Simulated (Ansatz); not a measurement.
System: Zn3Cd2Se5.

```
CELL_PARAMETERS angstrom
4.16509 0.00000 0.00000
0.00000 4.16509 0.00000
0.00000 0.00000 29.85136
ATOMIC_POSITIONS crystal
Zn 0.00000 0.00000 0.40697
Zn 0.50000 0.50000 0.90697
Zn 0.00000 0.00000 0.00000
Zn 0.50000 0.50000 0.50000
Zn 0.50000 0.50000 0.09303
Zn 0.00000 0.00000 0.59303
Cd 0.50000 0.50000 0.30525
Cd 0.00000 0.00000 0.80525
Cd 0.00000 0.00000 0.19475
Cd 0.50000 0.50000 0.69475
Se 0.50000 0.00000 0.36080
Se 0.00000 0.50000 0.86080
Se 0.00000 0.50000 0.45350
Se 0.50000 0.00000 0.95350
Se 0.00000 0.50000 0.04650
Se 0.50000 0.00000 0.54650
Se 0.50000 0.00000 0.13920
Se 0.00000 0.50000 0.63920
Se 0.00000 0.50000 0.25000
Se 0.50000 0.00000 0.75000
```

Space group I-4m2; a structure generated by program, which may or may not match a known phase.

Theory: DFT PBE, scalar-relativistic, plane waves, PAW (Ansatz).

Predict the valence pseudo-density and electron localisation function between the atoms.

Answer. Zn–Se (2.50 Å): ρ at the midpoint is about 0.43 e/Å³; the ELF is about 0.60 at the midpoint.
Cd–Se (2.66 Å): ρ at the midpoint is about 0.37 e/Å³; the ELF is about 0.40 at the midpoint.

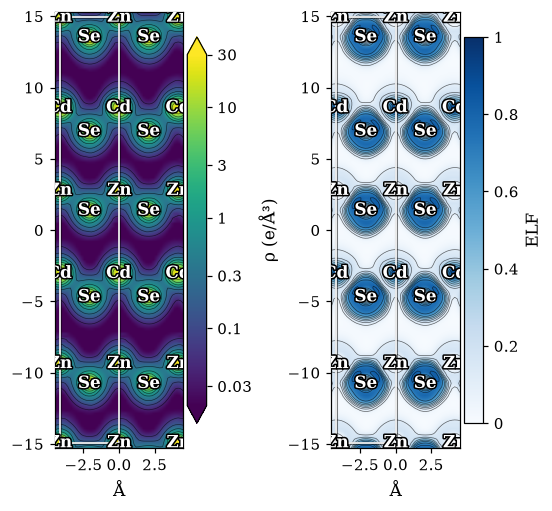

Computed valence pseudo-density and electron localisation function on the (010) plane of the conventional cell, in this order. 

Core electrons are frozen (PAW), and the valence fields are smoothed inside the atomic spheres.
